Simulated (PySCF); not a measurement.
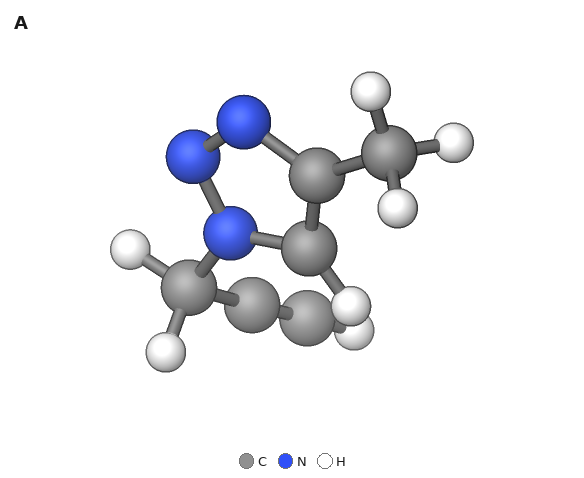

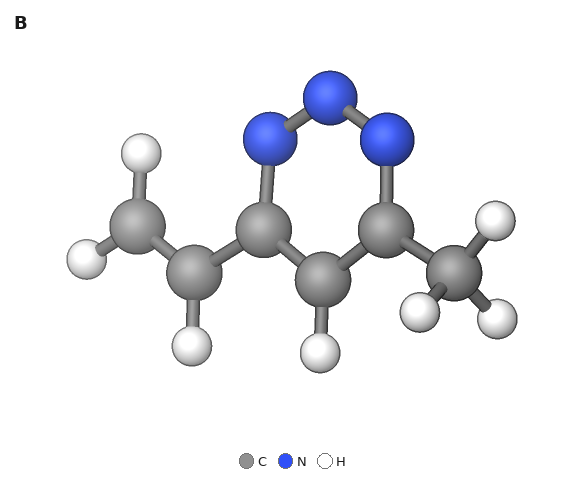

2 stationary structures of one formula. Geometries: GFN2-xTB. Electronic energies: PBE0/pcSseg-1 (PySCF 2.14.0), without zero-point energy. No frequency run is at hand to confirm each as a minimum. Each is one conformer, not always the lowest.

Are they conformers, stereoisomers or constitutional isomers?

They are constitutional isomers of C6H7N3: A `C#CCn1cc(C)nn1`, B `C=Cc1cc(C)nnn1`.

Which is lowest in energy, and by how much?

B is lowest; A lies 0.661 eV above it.
